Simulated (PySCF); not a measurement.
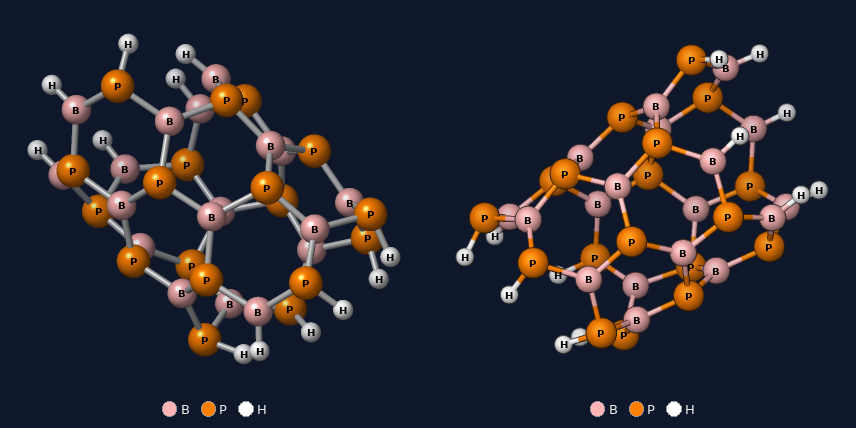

Both panels show the same species.

The geometry was computed by an optimisation with GFN2-xTB. No frequency run is at hand to confirm it as a minimum.

Which formula does it have?

B18H12P18, 48 atoms: 18 boron, 12 hydrogen and 18 phosphorus.

How many bonds of each kind are drawn?

48 B–P, 6 B–H, 6 P–H. Sticks follow a distance rule.

Which point group does it belong to?

C1.
